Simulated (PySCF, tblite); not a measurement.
# C6H14BP: geometry, infrared bands and NMR shifts

What infrared bands and NMR shifts should C6H14BP (`[BH3-][P+]1([C@H](C)CC)C=C1`) show?

Programs: tblite 0.8.0 and PySCF 2.14.0, with density-fitted response routines of our own. Each step states its level of theory. These are calculated values for one molecule in the gas phase, unless marked as measured. Atoms count from 0, in the outputs and in this text.

### Step 1. The starting structure

22 atoms, charge 0, multiplicity 1; geometry from: force field or distance geometry start.

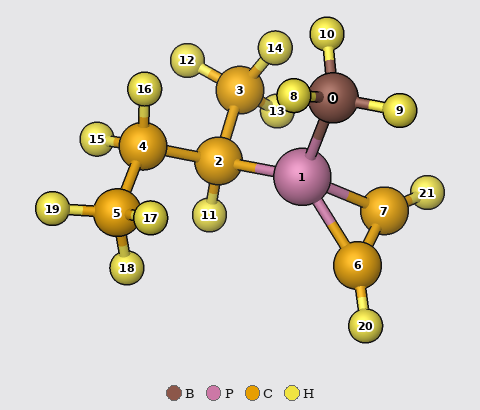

As it starts; boron brown, phosphorus pink, carbon amber, hydrogen yellow, atoms numbered; sticks join atoms by distance.

### Step 2. Geometry optimisation with GFN2-xTB

What the job is given:

```
{"job": {"kind": "relax", "xc": "GFN2-xTB", "basis": "xTB"}, "charge": 0, "multiplicity": 1}
B     -1.830200    -0.733100    -1.283100
P     -0.788100    -0.632000     0.275800
C      0.516400     0.615500     0.404300
C     -0.195100     1.967200     0.305800
C      1.579200     0.522600    -0.628800
C      2.330500    -0.780100    -0.615300
C     -1.117800    -1.693700     1.669200
C     -1.821900    -0.573000     1.751800
H     -1.283400    -1.284700    -2.172700
H     -2.832300    -1.336700    -1.021000
H     -2.083600     0.381200    -1.679100
H      1.025300     0.499400     1.396300
H      0.481800     2.732100    -0.058900
H     -0.607600     2.234400     1.318300
H     -1.047800     1.891200    -0.393000
H      2.317000     1.333600    -0.403500
H      1.173400     0.760500    -1.636000
H      1.772800    -1.628800    -1.018600
H      2.551400    -0.978700     0.482700
H      3.317800    -0.683700    -1.149600
H     -0.903900    -2.637700     2.168400
H     -2.564400     0.043900     2.286100
```

Launch:

```bash
> OMP_NUM_THREADS=1 python probes_run.py task.json out
```

The driver reads the jobs from task.json and runs them one after another.

**Question.** This job is followed by: GFN2-xTB harmonic vibrations, gas phase; GIAO PBE0/pcSseg-1 NMR shielding, non-relativistic, gas phase. Predict these results of the whole session: strongest single infrared mode (GFN2-xTB); zero-point energy (GFN2-xTB); 13C shifts against TMS (PBE0/pcSseg-1); 1H shifts against TMS (PBE0/pcSseg-1, means over atoms taken as alike); 11B shifts against BF3·OEt2 (PBE0/pcSseg-1); 31P shifts against H3PO4 (PBE0/pcSseg-1).

**Answer**, as computed:

```
                                                              quantity                                               value
                             strongest single infrared mode (GFN2-xTB)                               1073 cm⁻¹, 171 km/mol
                                          zero-point energy (GFN2-xTB)                                      113.2 kcal/mol
                                13C shifts against TMS (PBE0/pcSseg-1)            150.3, 146.0, 55.6, 30.1, 18.4, 17.6 ppm
1H shifts against TMS (PBE0/pcSseg-1, means over atoms taken as alike)  8.94, 8.94, 1.73, 1.46, 1.33, 1.32, 0.94, 0.85 ppm
                           11B shifts against BF3·OEt2 (PBE0/pcSseg-1)                                           -49.2 ppm
                              31P shifts against H3PO4 (PBE0/pcSseg-1)                                          -137.6 ppm
```

In words: Over 73 steps the energy fell by 0.634 eV; of the close pairs, B0–P1 changed most, 1.878 to 1.948 Å. All 60 modes are real, so the xTB geometry is a minimum. Unscaled tight-binding wavenumbers are off by several per cent, some by more. Its intensities can rank the bands wrongly. At PBE0/pcSseg-1: The widest tensor belongs to P1: span 724 ppm, with a paramagnetic part of -510 ppm.
